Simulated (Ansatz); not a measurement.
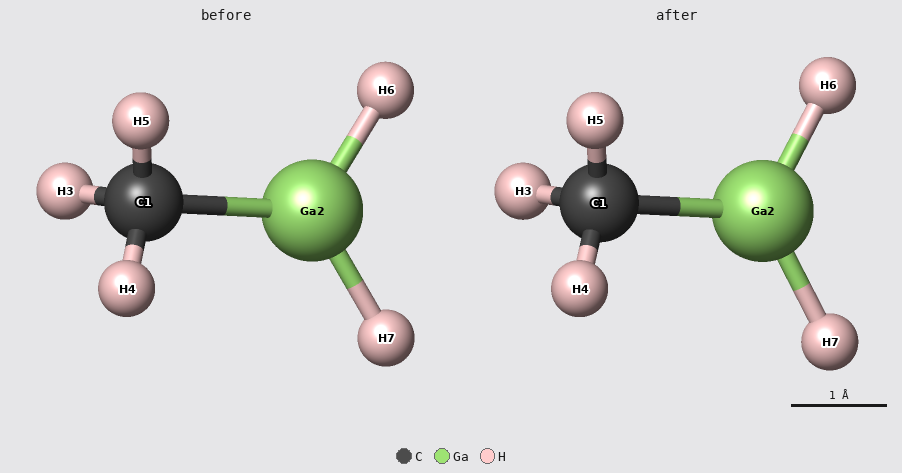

The structure of CH$_{5}$Ga before (left) and after (right) a relaxation, at one scale.

Style: ball-and-stick. Shown at a tilt.

The start comes from GFN2-xTB.

Method: Ansatz 0.2.0, RKS PBE0-D4/def2-TZVP. Set-up: force threshold 0.005 eV/Å; at most 150 steps.

Summarise the run.

Answer. H6 moves most after the best rigid fit: 0.11 Å. Largest moves by element: H 0.11 Å, C 0.05 Å, Ga 0.01 Å. Some distances before and after: C1–Ga2 2.019 → 1.966 Å, Ga2–H6 1.580 → 1.574 Å, C1–H4 1.095 → 1.090 Å. Among the angles between lasting bonds that change: H6–Ga2–H7 111.9° → 118.8°, C1–Ga2–H6 123.9° → 120.1°, C1–Ga2–H7 124.1° → 121.1°. Over 4 geometry steps the energy falls by 4.48 kJ/mol. Largest force component: 0.45 eV/Å at the start, 0.0037 eV/Å at the end.
